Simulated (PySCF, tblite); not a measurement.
**C₃H₆ClOSi₂ radical: geometry, infrared bands and EPR parameters**

Aim: predict the infrared bands and EPR parameters of C₃H₆ClOSi₂ radical (`C#CC[Si@H](Cl)O[SiH2]`).

Programs: tblite 0.8.0 and PySCF 2.14.0, with density-fitted response routines of our own. Each step states its level of theory. These are calculated values for one molecule in the gas phase, unless marked as measured. Atoms count from 0, in the outputs and in this text.

**1. The molecule as given**

13 atoms, charge 0, multiplicity 2; geometry from: force field or distance geometry start.

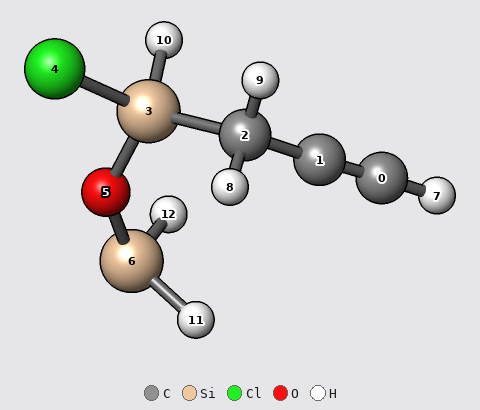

The starting geometry (carbon grey, silicon light orange, chlorine green, oxygen red, hydrogen white), atoms numbered.

**2. Optimising the geometry with GFN2-xTB**

What the job is given:

```
{"job": {"kind": "relax", "xc": "GFN2-xTB", "basis": "xTB"}, "charge": 0, "multiplicity": 2}
C      1.685700     1.807100     0.757200
C      1.457300     0.824400     0.103100
C      1.222000    -0.393500    -0.686800
Si    -0.252900    -1.397100    -0.144900
Cl    -0.330400    -3.122400    -1.254000
O     -1.735600    -0.689100    -0.356000
Si    -2.566300     0.647700     0.153100
H      1.875300     2.695200     1.332200
H      1.074900    -0.103400    -1.736500
H      2.105000    -1.021500    -0.658100
H     -0.115700    -1.844400     1.274400
H     -1.957900     1.849200    -0.443600
H     -2.465800     0.748300     1.642200
```

Started as:

```sh
$ OMP_NUM_THREADS=1 python probes_run.py task.json out
```

The driver reads the jobs from task.json and runs them one after another.

**Question.** This job is followed by: GFN2-xTB harmonic vibrations, gas phase; UKS B3LYP, pcH-1 on C Cl H O Si, non-relativistic, mean-field spin-orbit, GIAO. Predict these results of the whole session: strongest single infrared mode (GFN2-xTB); zero-point energy (GFN2-xTB); g(iso) (B3LYP); ⟨S²⟩; largest a(iso) (averaged by class); potential on the surface of density 0.002 e/bohr³, 1st and 99th percentile.

As calculated:

```
                                                                  quantity                    value
                                 strongest single infrared mode (GFN2-xTB)    2323 cm⁻¹, 675 km/mol
                                              zero-point energy (GFN2-xTB)            47.1 kcal/mol
                                                            g(iso) (B3LYP)                  2.00246
                                                                      ⟨S²⟩       0.751 (exact 0.75)
                                        largest a(iso) (averaged by class)  29Si on Si6, -586.6 MHz
potential on the surface of density 0.002 e/bohr³, 1st and 99th percentile       -0.67 V and 1.46 V
```

In words: Relaxing lowered the energy by 0.203 eV in 71 steps; the close pair that moved most is Si3–O5, from 1.657 to 1.610 Å. The lowest mode is imaginary (32i cm⁻¹), so the xTB geometry is not a minimum: the zero-point energy counts the real modes alone, and all values at this geometry belong to a saddle point. The strongest single mode, at 2323 cm⁻¹, is spread over several atoms, H11, H12, H10 among them. Unscaled tight-binding wavenumbers are off by several per cent, some by more. Its intensities can rank the bands wrongly. Si6 carries the largest spin population, 0.88 e. The isotropic g lies 0.1 ppt above the free-electron value. These values are for one conformer; the search (at its own cheap level) found 2 more, at 0.33, 0.92 kcal/mol, and measured spectra average over such forms.
